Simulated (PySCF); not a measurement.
# C8H6− (doublet): open-shell or spin-flip excitations

Aim: compute the open-shell or spin-flip excitations of C8H6− (doublet) (`C#CC=C=CCC#C`).

Programs: PySCF 2.14.0, with routines of our own; each step states its level. All values are computed. Atoms count from 0.

## (1) The starting structure

14 atoms, charge -1, multiplicity 2; geometry from: GFN2-xTB.

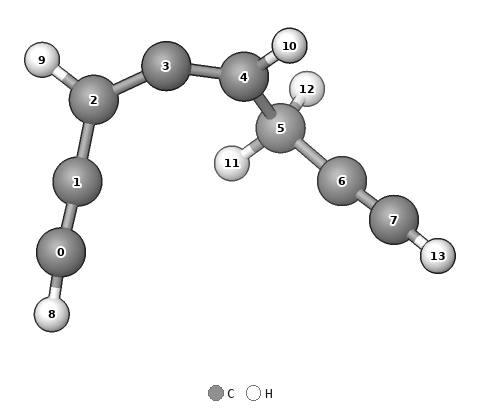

The starting geometry (carbon grey, hydrogen white).

## (2) Open-shell or spin-flip excitations: unrestricted TDA PBE0/def2-SVPD in water

What the job is given:

```
{"job": {"kind": "uabs", "xc": "PBE0", "basis": "def2-SVPD", "nstates": 10, "tda": true, "solvent": "water", "pol": false}, "charge": -1, "multiplicity": 2}
C     -2.876778    -1.093814     0.393754
C     -2.350296     0.006954     0.378089
C     -1.795096     1.258671     0.582183
C     -0.521038     1.481953     1.062355
C      0.709193     1.060926     0.847981
C      1.176370     0.262775    -0.395586
C      1.956918    -0.878156    -0.002709
C      2.632540    -1.765363     0.453336
H     -3.237556    -2.028785     0.064432
H     -2.482230     2.108309     0.509913
H      1.527133     1.309237     1.524745
H      0.285765    -0.061494    -0.941307
H      1.782287     0.905421    -1.055928
H      3.192111    -2.567107     0.836600
```

Level: unrestricted TDA PBE0/def2-SVPD, vertical, IEF-PCM water (non-equilibrium linear response), core orbitals frozen in the response.

Started as:

```
> OMP_NUM_THREADS=1 python excited_run.py task.json out
```

The driver reads the jobs from task.json and runs them one after another.

What it wrote:

```text
coarse grid: 12408 points
cycle   1  E = -307.5991824513  dE =  1.008e+00  |g| = 3.660e-01  |ddm| = 6.549e+00
cycle   2  E = -307.6103141559  dE = -1.113e-02  |g| = 3.566e-01  |ddm| = 5.543e+00
cycle   3  E = -307.6850640120  dE = -7.475e-02  |g| = 7.677e-02  |ddm| = 3.944e+00
cycle   4  E = -307.6878131720  dE = -2.749e-03  |g| = 3.560e-02  |ddm| = 3.260e-01
cycle   5  E = -307.6884976864  dE = -6.845e-04  |g| = 1.116e-02  |ddm| = 1.621e-01
cycle   6  E = -307.6885738702  dE = -7.618e-05  |g| = 4.221e-03  |ddm| = 7.618e-02
cycle   7  E = -307.6885997246  dE = -2.585e-05  |g| = 2.520e-03  |ddm| = 3.476e-02
cycle   8  E = -307.6886110761  dE = -1.135e-05  |g| = 1.252e-03  |ddm| = 4.033e-02
cycle   9  E = -307.6886148325  dE = -3.756e-06  |g| = 7.028e-04  |ddm| = 2.261e-02
final grid: 121896 points
cycle  10  E = -307.7395225661  dE = -3.092e-05  |g| = 3.907e-03  |ddm| = 1.403e-01
cycle  11  E = -307.7395237775  dE = -1.211e-06  |g| = 3.864e-03  |ddm| = 3.690e-02
cycle  12  E = -307.7395320118  dE = -8.234e-06  |g| = 6.195e-04  |ddm| = 1.496e-02
cycle  13  E = -307.7395322584  dE = -2.467e-07  |g| = 2.266e-04  |ddm| = 1.578e-03
cycle  14  E = -307.7395323592  dE = -1.008e-07  |g| = 1.460e-04  |ddm| = 2.281e-03
cycle  15  E = -307.7395324124  dE = -5.314e-08  |g| = 1.041e-04  |ddm| = 1.850e-03
cycle  16  E = -307.7395324430  dE = -3.063e-08  |g| = 4.579e-05  |ddm| = 1.837e-03
cycle  17  E = -307.7395324478  dE = -4.782e-09  |g| = 2.005e-05  |ddm| = 9.542e-04
cycle  18  E = -307.7395324483  dE = -5.085e-10  |g| = 8.926e-06  |ddm| = 1.456e-04
converged SCF energy = -307.7395324483

<S^2> of the reference = 0.7604 (exact 0.7500)

Excitations
state   eV       nm        f      <S^2>   main configurations
  1   2.5278    490.5   0.02884   0.778   Hb->Lb 0.83
  2   2.9226    424.2   0.07720   0.863   Ha->L+1a 0.43, Ha->La 0.35, Hb->Lb 0.09
  3   3.2539    381.0   0.01203   0.816   Ha->La 0.48, Ha->L+1a 0.36
  4   3.4623    358.1   0.03186   0.872   Ha->L+2a 0.36, Ha->L+3a 0.22, Ha->L+4a 0.17, Ha->La 0.09
  5   3.8130    325.2   0.00745   0.844   Ha->L+3a 0.52, Ha->L+2a 0.33
  6   3.9170    316.5   0.11155   1.069   H-1b->Lb 0.61
  7   4.0132    308.9   0.04585   0.821   Ha->L+4a 0.69, Ha->L+3a 0.13, Ha->L+2a 0.09
  8   4.1838    296.3   0.01046   0.860   Ha->L+6a 0.51, Ha->L+5a 0.27
  9   4.2818    289.6   0.00924   0.910   Ha->L+5a 0.51, Ha->L+6a 0.21
 10   4.4314    279.8   0.00962   1.929   Hb->L+2b 0.48, H-1b->Lb 0.10, Ha->L+6a 0.09
```

Wall time 41 s (1 thread of Intel Xeon 6975P-C, shared host); peak memory 0.8 GiB.

From this job:

| quantity | value |
| --- | --- |
| ⟨S²⟩ | 0.760 |

Löwdin spin populations:

C0 0.16; C1 0.03; C2 0.18; C3 0.42; C4 0.10; C5 0.03; C6 0.00; C7 0.03; H8 0.02; H9 0.01; H10 0.02; H11 0.00; H12 0.00; H13 0.00

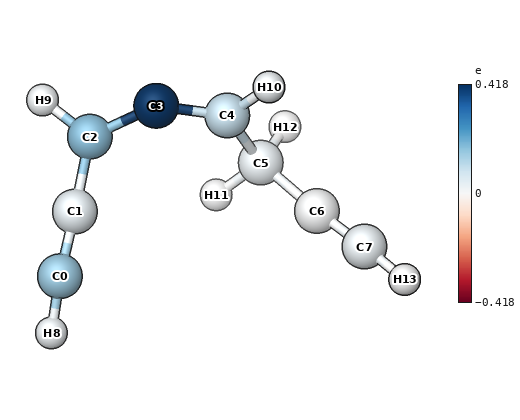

Löwdin spin populations, as colours on the atoms.

With diffuse functions Löwdin's scheme smears the spin, so small populations can have the wrong sign.

## (3) Open-shell or spin-flip excitations: unrestricted TDDFT BP86/pcseg-1 in toluene

The job, as its differences from that of step 2:

```diff
@@ -1,2 +1,2 @@
-{"job": {"kind": "uabs", "xc": "PBE0", "basis": "def2-SVPD", "nstates": 10, "tda": true, "solvent": "water", "pol": false}, "charge": -1, "multiplicity": 2}
+{"job": {"kind": "uabs", "xc": "BP86", "basis": "pcseg-1", "nstates": 2, "tda": false, "solvent": "toluene"}, "charge": -1, "multiplicity": 2}
 C     -2.876778    -1.093814     0.393754
```

Method: unrestricted TDDFT BP86/pcseg-1, vertical, IEF-PCM toluene (non-equilibrium linear response), core orbitals frozen in the response.

What it wrote:

```text
coarse grid: 12408 points
cycle   1  E = -308.0213565980  dE =  9.482e-01  |g| = 4.718e-01  |ddm| = 3.272e+00
cycle   2  E = -307.9064703188  dE =  1.149e-01  |g| = 6.374e-01  |ddm| = 2.545e+00
cycle   3  E = -308.1303230466  dE = -2.239e-01  |g| = 2.431e-01  |ddm| = 1.869e+00
cycle   4  E = -308.1648015220  dE = -3.448e-02  |g| = 4.524e-02  |ddm| = 3.473e-01
cycle   5  E = -308.1655680618  dE = -7.665e-04  |g| = 2.598e-02  |ddm| = 7.602e-02
cycle   6  E = -308.1658858206  dE = -3.178e-04  |g| = 1.036e-02  |ddm| = 4.438e-02
cycle   7  E = -308.1659416577  dE = -5.584e-05  |g| = 3.795e-03  |ddm| = 1.819e-02
cycle   8  E = -308.1659493432  dE = -7.685e-06  |g| = 1.476e-03  |ddm| = 5.837e-03
final grid: 121896 points
cycle   9  E = -308.2368414383  dE = -2.444e-05  |g| = 4.975e-03  |ddm| = 4.326e-02
cycle  10  E = -308.2367561316  dE =  8.531e-05  |g| = 1.347e-02  |ddm| = 2.082e-02
cycle  11  E = -308.2368534945  dE = -9.736e-05  |g| = 1.792e-03  |ddm| = 1.530e-02
cycle  12  E = -308.2368552431  dE = -1.749e-06  |g| = 4.477e-04  |ddm| = 2.780e-03
cycle  13  E = -308.2368553461  dE = -1.029e-07  |g| = 2.231e-04  |ddm| = 7.715e-04
cycle  14  E = -308.2368553837  dE = -3.759e-08  |g| = 7.176e-05  |ddm| = 3.040e-04
cycle  15  E = -308.2368553856  dE = -1.984e-09  |g| = 6.202e-05  |ddm| = 1.800e-04
cycle  16  E = -308.2368553883  dE = -2.626e-09  |g| = 2.953e-05  |ddm| = 1.370e-04
cycle  17  E = -308.2368553888  dE = -5.545e-10  |g| = 7.840e-06  |ddm| = 5.418e-05
converged SCF energy = -308.2368553888

Static polarisability (au): isotropic 125.873, principal 63.500 131.113 183.005

<S^2> of the reference = 0.7532 (exact 0.7500)

Excitations
state   eV       nm        f      <S^2>   main configurations
  1   2.3777    521.4   0.00673   0.765   Hb->Lb 0.67, Ha->La 0.27
  2   2.4674    502.5   0.01597   0.775   Ha->La 0.49, Ha->L+1a 0.30, Hb->Lb 0.18
```

Wall time 27 s (1 thread of Intel Xeon 6975P-C, shared host); peak memory 0.62 GiB.

Key values:

| quantity | value |
| --- | --- |
| ⟨S²⟩ | 0.753 |

## (4) Summary of results

```
                                                                                                 quantity                        value
 lowest and brightest state of nearly pure spin, of 10 (step 2, unrestricted TDA PBE0/def2-SVPD in water)  2.53 eV; 2.92 eV, f = 0.077
lowest and brightest state of nearly pure spin, of 2 (step 3, unrestricted TDDFT BP86/pcseg-1 in toluene)  2.38 eV; 2.47 eV, f = 0.016
```

What this shows: States whose ⟨S²⟩ lies well above the reference's are mixtures of spin states, an artefact of the unrestricted response, and are left out of the summary. The lowest state of nearly pure spin runs from 2.38 to 2.53 eV over the runs.
